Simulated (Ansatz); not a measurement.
Nudged elastic band of C₂H₈AlCl

C₂H₈AlCl, computed with RKS PBE-D4/def2-SVP (Ansatz 0.2.0).

It belongs to a series of runs on one base structure; here: band between the two ends. Figures and captions count atoms from 1; the log counts them from 0 in places.

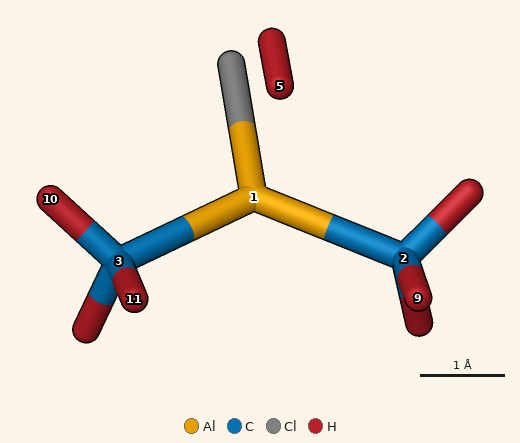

Figure 1. The starting structure (stick view, seen at a tilt; atoms are numbered from 1 in the order of the input). Sticks mark near contacts. Bond lengths as drawn: Al–C 1.96 Å, Al–Cl 2.15 Å, C–H 1.11 Å and H–H 0.77 Å.

Input
```yaml
crystal:
  periodic: [false, false, false]
  atoms:
    - { symbol: Al, position_ang: [-0.163359, 0.513425, 0.166105] }
    - { symbol: C, position_ang: [1.657191, 0.118993, 0.768209] }
    - { symbol: C, position_ang: [-0.901989, 0.067687, -1.591267] }
    - { symbol: Cl, position_ang: [-1.339994, 1.801929, 1.418093] }
    - { symbol: H, position_ang: [-0.92401, -1.574737, 1.025229] }
    - { symbol: H, position_ang: [-1.313371, -1.056961, 1.448858] }
    - { symbol: H, position_ang: [2.349915, 0.922998, 0.436242] }
    - { symbol: H, position_ang: [1.730784, 0.069139, 1.873903] }
    - { symbol: H, position_ang: [2.044889, -0.832556, 0.347415] }
    - { symbol: H, position_ang: [-2.010647, 0.026899, -1.583591] }
    - { symbol: H, position_ang: [-0.516767, -0.901036, -1.97555] }
    - { symbol: H, position_ang: [-0.612643, 0.84422, -2.333747] }
basis:
  gaussian: { orbitals: def2-SVP }
hamiltonian:
  xc: pbe
  dispersion: d4
neb:
  order_check: false
  images: 4
  f_tol: 0.05
  max_iterations: 60
  climbing: false
  final_atoms:
    - { symbol: Al, position_ang: [-1.19506541, 0.28505439, 0.40386781] }
    - { symbol: C, position_ang: [1.54464307, -0.32700155, 0.846538] }
    - { symbol: C, position_ang: [-0.94946335, 0.00032513, -1.51434829] }
    - { symbol: Cl, position_ang: [-1.15613342, 2.30381867, 1.12162736] }
    - { symbol: H, position_ang: [0.77082347, -1.11140823, 0.98177987] }
    - { symbol: H, position_ang: [-1.71175952, -0.80266272, 1.44927249] }
    - { symbol: H, position_ang: [1.13585811, 0.69932434, 0.96840326] }
    - { symbol: H, position_ang: [2.30191244, -0.47374702, 1.63925781] }
    - { symbol: H, position_ang: [2.00285572, -0.42586262, -0.15372603] }
    - { symbol: H, position_ang: [-1.88961599, 0.24725426, -2.05511831] }
    - { symbol: H, position_ang: [-0.69644245, -1.05295222, -1.75760707] }
    - { symbol: H, position_ang: [-0.15761367, 0.65785759, -1.93004789] }
  initial_path:
    images:
      - { positions_ang: [[-0.163359, 0.513425, 0.166105], [1.657191, 0.118993, 0.768209], [-0.901989, 0.067687, -1.591267], [-1.339994, 1.801929, 1.418093], [-0.92401, -1.574737, 1.025229], [-1.313371, -1.056961, 1.448858], [2.349915, 0.922998, 0.436242], [1.730784, 0.069139, 1.873903], [2.044889, -0.832556, 0.347415], [-2.010647, 0.026899, -1.583591], [-0.516767, -0.901036, -1.97555], [-0.612643, 0.84422, -2.333747]] }
      - { positions_ang: [[-0.39464445, 0.46581653, 0.20225956], [1.54989924, 0.01914764, 0.82349674], [-0.94222057, 0.08031322, -1.62441528], [-1.38757355, 1.8061064, 1.45026141], [-0.48292937, -1.26524427, 1.07006551], [-1.05117243, -1.15476329, 1.39588365], [2.08712162, 0.890218, 0.44956668], [1.74473201, 0.00409886, 1.89688904], [2.01710399, -0.8498275, 0.35553783], [-1.92365232, 0.30095103, -1.79696547], [-0.81390721, -0.91968806, -1.92588246], [-0.40275797, 0.62287144, -2.29679821]] }
      - { positions_ang: [[-0.6259299, 0.41820806, 0.23841413], [1.44260747, -0.08069772, 0.87878449], [-0.98245213, 0.09293943, -1.65756356], [-1.4351531, 1.81028379, 1.48242982], [-0.04184874, -0.95575154, 1.11490201], [-0.78897386, -1.25256558, 1.34290929], [1.82432824, 0.857438, 0.46289136], [1.75868003, -0.06094128, 1.91987507], [1.98931899, -0.867099, 0.36366066], [-1.83665764, 0.57500307, -2.01033994], [-1.11104742, -0.93834011, -1.87621491], [-0.19287294, 0.40152289, -2.25984941]] }
      - { positions_ang: [[-0.83227118, 0.37253393, 0.28596669], [1.42009789, -0.16989663, 0.89445029], [-0.991947, 0.07946706, -1.64217982], [-1.39838099, 1.91066173, 1.42313669], [0.29711795, -0.86308579, 1.10621219], [-0.86865157, -1.20170593, 1.34299219], [1.58151687, 0.81270327, 0.56932361], [1.87290572, -0.16951849, 1.87294603], [1.98091233, -0.78576033, 0.26343246], [-1.81245143, 0.61907412, -2.1046454], [-1.14698251, -0.96872336, -1.83262633], [-0.10186707, 0.3642504, -2.17910959]] }
      - { positions_ang: [[-1.01366829, 0.32879416, 0.34491725], [1.48237048, -0.24844909, 0.87049414], [-0.97070518, 0.03989609, -1.57826406], [-1.27725721, 2.1072402, 1.27238202], [0.53397071, -0.98724701, 1.04399603], [-1.29020554, -1.00218432, 1.39613234], [1.35868749, 0.7560138, 0.76886343], [2.08740908, -0.32163275, 1.75610192], [1.99188403, -0.60581147, 0.05485321], [-1.85103371, 0.43316419, -2.07988186], [-0.92171248, -1.01083779, -1.7951167], [-0.12974037, 0.511054, -2.05457874]] }
      - { positions_ang: [[-1.19506541, 0.28505439, 0.40386781], [1.54464307, -0.32700155, 0.846538], [-0.94946335, 0.00032513, -1.51434829], [-1.15613342, 2.30381867, 1.12162736], [0.77082347, -1.11140823, 0.98177987], [-1.71175952, -0.80266272, 1.44927249], [1.13585811, 0.69932434, 0.96840326], [2.30191244, -0.47374702, 1.63925781], [2.00285572, -0.42586262, -0.15372603], [-1.88961599, 0.24725426, -2.05511831], [-0.69644245, -1.05295222, -1.75760707], [-0.15761367, 0.65785759, -1.93004789]] }
```

Command:
```bash
ansatz run input.yaml --threads 2 --pin off --max-ram 3072MiB --backend cpu --events-out ev --progress --plain --runs-dir out
```

The program's output
```
Engine: ansatz 0.2.0, aarch64-unknown-linux-gnu
Functional definition: PBE
  parameter kappa = 0.804
  parameter beta = 0.06672455060314922
  exchange = pbe_x(kappa = kappa, mu = beta*pi^2/3)
  correlation = pbe_c(beta = beta)
1168 factors; their error is unknown
mean field evaluation 1: about -21291.3389 eV, gradient 7.6e1 eV
mean field evaluation 2: about -21271.8104 eV, gradient 1.0e2 eV
mean field evaluation 4: about -21305.7751 eV, gradient 6.3e0 eV
mean field evaluation 8: about -21305.8866 eV, gradient 3.4e-2 eV
mean field evaluation 16: about -21305.8352 eV, gradient 6.5e-5 eV
mean field -21305.83522519 eV, -782.9750029121 hartree, gradient 6.5e-5 eV, S^2 0.000000; 0 other end points of the search recorded, 0 dependent functions left out
the calculation of the forces begins
reference -21305.83526293 eV, -782.9750042988 hartree; 25, 25 occupied and 79, 79 virtual orbitals, 1168 factors
1168 factors; their error is unknown
mean field evaluation 32: about -21306.1158 eV, gradient 1.5e-4 eV
mean field -21306.11584037 eV, -782.9853153296 hartree, gradient 2.3e-5 eV, S^2 0.000000; 0 other end points of the search recorded, 0 dependent functions left out
[... from here on the field's lines of each further geometry are left out, up to the last ...]
NEB iter   1: max|band force component| = 4.816e0 eV/Å  barrier→ = 1.5037 eV  barrier← = 1.7789 eV  Δτ_max = 0.1981 Å  (156 SCF iters)
NEB iter   2: max|band force component| = 1.040e0 eV/Å  barrier→ = 0.6131 eV  barrier← = 0.8883 eV  Δτ_max = 0.0997 Å  (111 SCF iters)
NEB iter   3: max|band force component| = 7.447e-1 eV/Å  barrier→ = 0.4337 eV  barrier← = 0.7089 eV  Δτ_max = 0.0814 Å  (109 SCF iters)
NEB iter   4: max|band force component| = 2.425e-1 eV/Å  barrier→ = 0.3878 eV  barrier← = 0.6629 eV  Δτ_max = 0.0319 Å  (111 SCF iters)
NEB iter   5: max|band force component| = 7.897e-2 eV/Å  barrier→ = 0.3715 eV  barrier← = 0.6467 eV  Δτ_max = 0.0187 Å  (112 SCF iters)
the calculation of the forces begins
reference -21306.09478268 eV, -782.9845414738 hartree; 25, 25 occupied and 79, 79 virtual orbitals, 1168 factors
1168 factors; their error is unknown
mean field evaluation 320: about -21305.4599 eV, gradient 2.5e-5 eV
mean field -21305.45994158 eV, -782.9612114938 hartree, gradient 2.7e-5 eV, S^2 0.000000; 1 other end points of the search recorded, 0 dependent functions left out
the calculation of the forces begins
reference -21305.45997911 eV, -782.9612128727 hartree; 25, 25 occupied and 79, 79 virtual orbitals, 1168 factors
NEB iter   6: max|band force component| = 3.390e-2 eV/Å  barrier→ = 0.3716 eV  barrier← = 0.6468 eV  Δτ_max = 0.0000 Å  (221 SCF iters)
```

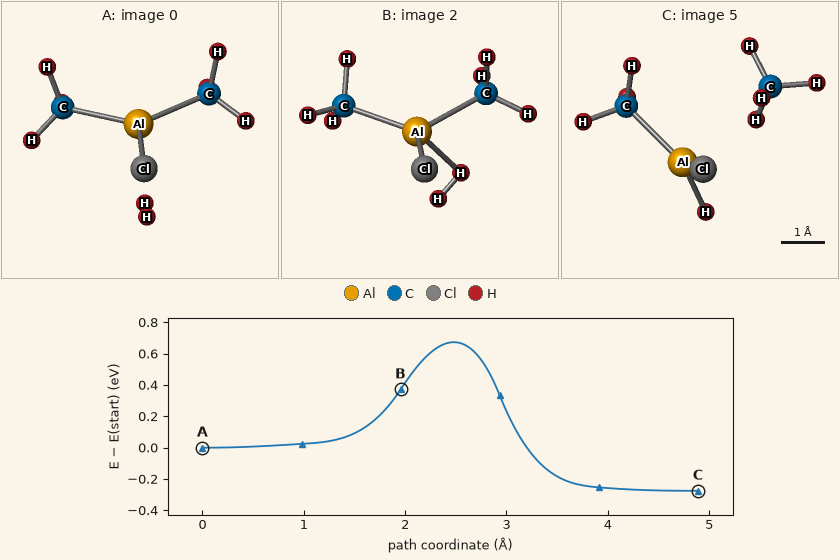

Figure 2. Images of the last band (counted from 0; ball-and-stick, seen at a tilt) above the energy along the path; the line is a cubic interpolation that uses the forces. The highest image is number 2, 0.372 eV above the start and 0.647 eV above the end; the end lies 0.275 eV below the start. The path is 4.89 Å long. The band converged in 6 iterations.

```
Total energy: -21305.68519669 eV, -782.9694894661 hartree
Atom 0 at    -0.439334     0.387361     0.258478 Å, force     0.464596     0.244115    -0.087191 eV/Å
Atom 1 at     1.443826     0.027127     0.788672 Å, force     0.037732     0.236784    -0.141571 eV/Å
Atom 2 at    -0.953305     0.052008    -1.600262 Å, force    -0.010663    -0.015024     0.014718 eV/Å
Atom 3 at    -1.451851     1.864051     1.426982 Å, force    -0.063348    -0.086139     0.007781 eV/Å
Atom 4 at    -0.158916    -1.122102     1.315680 Å, force    -0.704357    -0.458534     0.162282 eV/Å
Atom 5 at    -0.950323    -1.315531     1.277627 Å, force     0.142942    -0.142454     0.108423 eV/Å
Atom 6 at     1.892726     0.990576     0.476898 Å, force     0.418087     0.130450    -0.032992 eV/Å
Atom 7 at     1.722706    -0.111308     1.856208 Å, force    -0.167350     0.057384    -0.064064 eV/Å
Atom 8 at     1.938579    -0.774424     0.197106 Å, force    -0.052933     0.071589    -0.020988 eV/Å
Atom 9 at    -1.836807     0.630431    -1.935719 Å, force    -0.024751    -0.016061     0.044412 eV/Å
Atom 10 at    -1.122874    -1.015539    -1.851321 Å, force     0.003275    -0.004424     0.034422 eV/Å
Atom 11 at    -0.084428     0.387349    -2.210451 Å, force    -0.043231    -0.017687    -0.025233 eV/Å
Dipole moment:     0.152501    -0.437710    -0.133474 e Å
this run last wrote the band of iteration 6 to [file]
```

The last band as extended XYZ (Å, eV, eV/Å)
```
12
Properties=species:S:1:pos:R:3:forces:R:3 image=0 energy=-21306.05681
Al   -0.1634    0.5134    0.1661   -0.0008   0.0030   0.0003
C     1.6572    0.1190    0.7682    0.0006   0.0036   0.0024
C    -0.9020    0.0677   -1.5913    0.0072   0.0014  -0.0194
Cl   -1.3400    1.8019    1.4181    0.0022  -0.0068  -0.0027
H    -0.9240   -1.5747    1.0252    0.0013   0.0020   0.0001
H    -1.3134   -1.0570    1.4489   -0.0022   0.0015   0.0010
H     2.3499    0.9230    0.4362   -0.0004  -0.0014   0.0001
H     1.7308    0.0691    1.8739    0.0006  -0.0010  -0.0013
H     2.0449   -0.8326    0.3474   -0.0011  -0.0011   0.0001
H    -2.0106    0.0269   -1.5836    0.0106  -0.0025  -0.0015
H    -0.5168   -0.9010   -1.9755   -0.0104   0.0161   0.0066
H    -0.6126    0.8442   -2.3337   -0.0077  -0.0148   0.0144
12
Properties=species:S:1:pos:R:3:forces:R:3 image=1 energy=-21306.03286
Al   -0.2254    0.5291    0.1814    0.0155  -0.0015   0.0007
C     1.6072    0.1503    0.7620    0.0275   0.0166  -0.0091
C    -0.9339    0.0829   -1.5894    0.0084   0.0186  -0.0206
Cl   -1.4099    1.8136    1.4207   -0.0016  -0.0065   0.0020
H    -0.5549   -1.5349    1.2495   -0.0303  -0.0170  -0.0144
H    -1.2933   -1.3052    1.2654   -0.0047   0.0049   0.0104
H     2.2614    1.0054    0.4823    0.0096  -0.0067   0.0037
H     1.7009    0.0246    1.8601   -0.0101   0.0080  -0.0002
H     2.0297   -0.7503    0.2681   -0.0014   0.0041   0.0043
H    -1.9665    0.4539   -1.7487    0.0026  -0.0149   0.0105
H    -0.9255   -1.0115   -1.7797    0.0044   0.0006   0.0070
H    -0.2899    0.5420   -2.3718   -0.0198  -0.0061   0.0057
12
Properties=species:S:1:pos:R:3:forces:R:3 image=2 energy=-21305.68516
Al   -0.4393    0.3874    0.2585    0.4646   0.2441  -0.0872
C     1.4438    0.0271    0.7887    0.0377   0.2368  -0.1416
C    -0.9533    0.0520   -1.6003   -0.0107  -0.0150   0.0147
Cl   -1.4519    1.8641    1.4270   -0.0633  -0.0861   0.0078
H    -0.1589   -1.1221    1.3157   -0.7044  -0.4585   0.1623
H    -0.9503   -1.3155    1.2776    0.1429  -0.1425   0.1084
H     1.8927    0.9906    0.4769    0.4181   0.1305  -0.0330
H     1.7227   -0.1113    1.8562   -0.1673   0.0574  -0.0641
H     1.9386   -0.7744    0.1971   -0.0529   0.0716  -0.0210
H    -1.8368    0.6304   -1.9357   -0.0248  -0.0161   0.0444
H    -1.1229   -1.0155   -1.8513    0.0033  -0.0044   0.0344
H    -0.0844    0.3873   -2.2105   -0.0432  -0.0177  -0.0252
12
Properties=species:S:1:pos:R:3:forces:R:3 image=3 energy=-21305.72220
Al   -0.8274    0.1938    0.3285   -0.8460  -0.4192   0.1617
C     1.4352   -0.1667    0.8966    0.0088  -0.3964   0.2274
C    -0.9422    0.0556   -1.6127    0.0252   0.0012  -0.0420
Cl   -1.3765    1.9460    1.4155    0.1326   0.1356  -0.0250
H     0.4243   -0.7544    1.1675    1.2259   0.7602  -0.3306
H    -1.1175   -1.1840    1.1953   -0.3352   0.2689  -0.1983
H     1.5714    0.8709    0.4996   -0.7082  -0.2545   0.0782
H     1.8729   -0.1445    1.9074    0.3038  -0.0662   0.1271
H     1.9895   -0.8416    0.2212    0.1052  -0.1148   0.0709
H    -1.8320    0.6300   -1.9480    0.0264   0.0005  -0.0403
H    -1.1239   -1.0106   -1.8664    0.0240   0.0267  -0.0484
H    -0.0741    0.4054   -2.2047    0.0377   0.0581   0.0192
12
Properties=species:S:1:pos:R:3:forces:R:3 image=4 energy=-21306.31026
Al   -1.1714    0.1586    0.3828   -0.0282  -0.0035   0.0006
C     1.5764   -0.2543    0.8817    0.0041  -0.0080  -0.0035
C    -0.9858    0.0330   -1.5601   -0.0024  -0.0004   0.0025
Cl   -1.2370    2.1043    1.2703    0.0090   0.0084  -0.0101
H     0.6980   -0.8834    1.1537    0.0253  -0.0054  -0.0036
H    -1.6027   -1.0481    1.3338   -0.0352   0.0069   0.0106
H     1.2978    0.7738    0.5777   -0.0225  -0.0071   0.0083
H     2.1989   -0.1825    1.7924    0.0233  -0.0020  -0.0044
H     2.1266   -0.7520    0.0634    0.0092   0.0090  -0.0078
H    -1.8471    0.5441   -2.0424    0.0013  -0.0076  -0.0077
H    -0.9850   -1.0199   -1.9105    0.0135  -0.0020  -0.0043
H    -0.0687    0.5264   -1.9430    0.0026   0.0116   0.0194
12
Properties=species:S:1:pos:R:3:forces:R:3 image=5 energy=-21306.33199
Al   -1.1951    0.2851    0.4039   -0.0041  -0.0002   0.0008
C     1.5446   -0.3270    0.8465   -0.0007  -0.0031  -0.0083
C    -0.9495    0.0003   -1.5143    0.0062   0.0033  -0.0139
Cl   -1.1561    2.3038    1.1216    0.0020  -0.0014  -0.0003
H     0.7708   -1.1114    0.9818   -0.0025   0.0041   0.0004
H    -1.7118   -0.8027    1.4493   -0.0016   0.0002  -0.0011
H     1.1359    0.6993    0.9684    0.0022  -0.0068   0.0012
H     2.3019   -0.4737    1.6393    0.0010   0.0048  -0.0026
H     2.0029   -0.4259   -0.1537    0.0011   0.0013   0.0084
H    -1.8896    0.2473   -2.0551    0.0156  -0.0083   0.0101
H    -0.6964   -1.0530   -1.7576   -0.0051   0.0173   0.0014
H    -0.1576    0.6579   -1.9300   -0.0141  -0.0114   0.0039
```

Key numbers

| quantity | value |
| --- | --- |
| outcome | converged |
| barrier, forward | 0.372 eV |
| barrier, backward | 0.647 eV |
| hardware | 2 threads of Arm Neoverse V2, 24 GiB of memory available, shared host |
| wall time | 47 s (CPU time 91 s) |
| peak memory | 0.14 GiB |

The order of the saddle point was not checked.
